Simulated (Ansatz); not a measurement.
**C2H6GeTe: geometry optimisation**

Aim: a geometry optimisation, for C2H6GeTe, run from a script. SMILES: [GeH3][CH]1C[Te]1.

Computed with Ansatz 0.2.0 through its Python package. Level of theory: Hartree-Fock/def2-SVP.

## 1. The structure

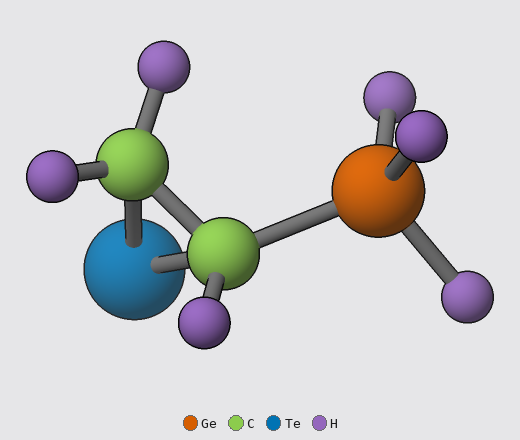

The starting structure, viewed from a chosen angle; germanium orange, carbon green, tellurium blue, hydrogen purple.

The script reads c2h6gete.xyz:

```xyz
10

Ge   -0.67590    1.17880    0.18700
C     0.12700   -0.30650   -0.68570
C     0.89310   -1.14620    0.21560
Te   -0.85080   -2.14710   -0.30220
H    -1.90280    1.70350   -0.72060
H    -1.25740    0.82400    1.56910
H     0.33690    2.36860    0.34030
H     0.59460   -0.16360   -1.70950
H     0.98240   -0.78180    1.32450
H     1.83600   -1.58070   -0.21550
```

## 2. Script

The input, run_opt.py:

```python
"""Minimum-energy structure of C2H6GeTe."""

import ansatz as az
import numpy as np

system = az.Crystal.molecule_from_extxyz("c2h6gete.xyz")

calculation = (
    system.calculation()
    .basis(gaussian="def2-SVP")
    .functional("HF")
)
symbols = [site.symbol for site in system.cartesian_sites]
start = np.array([site.position_ang for site in system.cartesian_sites], dtype=float)
def progress(event):
    if event["event"] == "relax_step":
        row = event["data"]
        print(f"step {row['step']:3d}  E = {row['lagrangian_ev']:.6f} eV  largest force component {row['allowed_force_max_ev_ang']:.4f} eV/A")


report = calculation.relax(force_tolerance=0.01).session().plan().execute(on_event=progress).report
end = np.array(report["positions_ang"])

print("reference energy %16.6f eV" % report["reference_energy_ev"])
print("total energy     %16.6f eV" % report["free_energy_ev"])
print("occupied orbitals outside the frozen core (up, down):", report["n_occupied"], " frozen:", report["n_frozen"], " virtual:", report["n_virtual"])

print("final positions (A) and the move of each atom")
for symbol, xyz, old in zip(symbols, end, start):
    print(f"{symbol:2s} {xyz[0]:10.5f} {xyz[1]:10.5f} {xyz[2]:10.5f}   {np.linalg.norm(xyz - old):7.4f}")
```

## 3. What the engine is handed

The package turns the script's settings into the engine's input:

```yaml
crystal:
  periodic: [false, false, false]
  atoms:
    - { symbol: Ge, position_ang: [-0.6759, 1.1788, 0.187] }
    - { symbol: C, position_ang: [0.127, -0.3065, -0.6857] }
    - { symbol: C, position_ang: [0.8931, -1.1462, 0.2156] }
    - { symbol: Te, position_ang: [-0.8508, -2.1471, -0.3022] }
    - { symbol: H, position_ang: [-1.9028, 1.7035, -0.7206] }
    - { symbol: H, position_ang: [-1.2574, 0.824, 1.5691] }
    - { symbol: H, position_ang: [0.3369, 2.3686, 0.3403] }
    - { symbol: H, position_ang: [0.5946, -0.1636, -1.7095] }
    - { symbol: H, position_ang: [0.9824, -0.7818, 1.3245] }
    - { symbol: H, position_ang: [1.836, -1.5807, -0.2155] }
basis:
  gaussian:
    orbitals: def2-SVP
hamiltonian:
  xc: hf
relax:
  f_tol: 0.01
```

## 4. Launch

The run is started by

```
> python run_opt.py
```

What it wrote:

```text
step   1  E = -65884.205396 eV  largest force component 3.2116 eV/A
step   2  E = -65884.742690 eV  largest force component 0.9591 eV/A
step   3  E = -65884.810800 eV  largest force component 0.4538 eV/A
step   4  E = -65884.816210 eV  largest force component 0.2347 eV/A
step   5  E = -65884.821919 eV  largest force component 0.3540 eV/A
step   6  E = -65884.834598 eV  largest force component 0.0589 eV/A
step   7  E = -65884.835241 eV  largest force component 0.0294 eV/A
step   8  E = -65884.835299 eV  largest force component 0.0163 eV/A
step   9  E = -65884.835360 eV  largest force component 0.0052 eV/A
reference energy    -65884.835360 eV
total energy        -65884.835360 eV
occupied orbitals outside the frozen core (up, down): [37, 37]  frozen: 0  virtual: [79, 79]
final positions (A) and the move of each atom
Ge   -0.73703    1.29766    0.17139    0.1346
C     0.22445   -0.24295   -0.57680    0.1594
C     0.97434   -1.16932    0.23464    0.0866
Te   -0.88392   -2.19313   -0.44917    0.1575
H    -1.95088    1.61999   -0.70101    0.0983
H    -1.15609    0.96351    1.60497    0.1761
H     0.21244    2.50977    0.18404    0.2446
H     0.57172   -0.13155   -1.59791    0.1183
H     0.97248   -1.06279    1.31183    0.2815
H     1.85559   -1.64218   -0.17899    0.0741
```

It took 52 s on 1 thread of Arm Neoverse V1, shared host; peak memory 0.38 GiB.

## 5. What the engine kept of the run

From the engine's report, whether the script printed it or not:

```tsv
item	value
SCF cycles in all	80
orbitals	116
total energy (eV)	-65884.83536
```

## 6. Path of the relaxation

Relaxation path:

```csv
step,energy from step 1 (eV),largest force component (eV/Å)
1,0.0000,3.2116
2,-0.5373,0.9591
3,-0.6054,0.4538
4,-0.6108,0.2347
5,-0.6165,0.3540
6,-0.6292,0.0589
7,-0.6298,0.0294
8,-0.6299,0.0163
9,-0.6300,0.0052
```

Step 1 is the start.

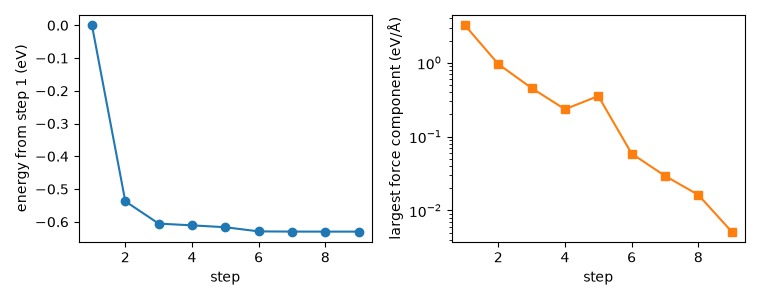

Energy and largest force along the relaxation.

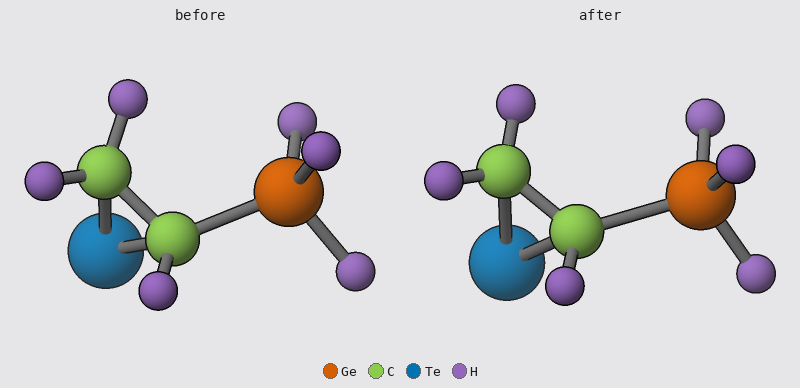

Before and after, at one scale.

Before: Bond lengths: Ge1–C2 1.901 Å, C2–C3 1.451 Å, C2–Te4 2.119 Å, C3–Te4 2.076 Å, Ge1–H5 1.614 Å, Ge1–H6 1.541 Å, Ge1–H7 1.570 Å, C2–H8 1.135 Å, C3–H9 1.171 Å, C3–H10 1.124 Å. Angles (14 of 19 angles, heavy atoms first): Ge1–C2–C3 113.0°, Ge1–C2–Te4 113.6°, C3–C2–Te4 68.2°, C2–C3–Te4 71.4°, C2–Te4–C3 40.4°, Ge1–C2–H8 119.3°, C3–C2–H8 114.6°, Te4–C2–H8 117.6°, C2–Ge1–H5 108.5°, C2–Ge1–H6 113.0°, C2–Ge1–H7 111.4°, C2–C3–H9 116.7°, C2–C3–H10 115.4°, Te4–C3–H9 116.8°.

After: Bond lengths: Ge1–C2 1.964 Å, C2–C3 1.442 Å, C2–Te4 2.247 Å, C3–Te4 2.229 Å, Ge1–H5 1.529 Å, Ge1–H6 1.530 Å, Ge1–H7 1.540 Å, C2–H8 1.084 Å, C3–H9 1.082 Å, C3–H10 1.082 Å. Angles (14 of 19 angles, heavy atoms first): Ge1–C2–C3 123.0°, Ge1–C2–Te4 114.7°, C3–C2–Te4 70.5°, C2–C3–Te4 71.9°, C2–Te4–C3 37.6°, Ge1–C2–H8 115.8°, C3–C2–H8 115.4°, Te4–C2–H8 107.5°, C2–Ge1–H5 109.7°, C2–Ge1–H6 108.6°, C2–Ge1–H7 108.6°, C2–C3–H9 119.7°, C2–C3–H10 119.3°, Te4–C3–H9 110.4°.

## 7. What came out

```
                    quantity           value
                total energy  -65884.8354 eV
               dipole moment          2.13 D
     moves of the relaxation               8
               energy gained        0.630 eV
last largest force component     0.0052 eV/Å
```

**Reading.** After 8 moves the largest shift is 0.281 Å, of atom 9 (H). Reading the output:
- The end point is the stationary point reached from this start; no frequency run checks that it is a minimum, and the basis set is modest.
- def2 sets replace the cores of elements past krypton by effective core potentials.
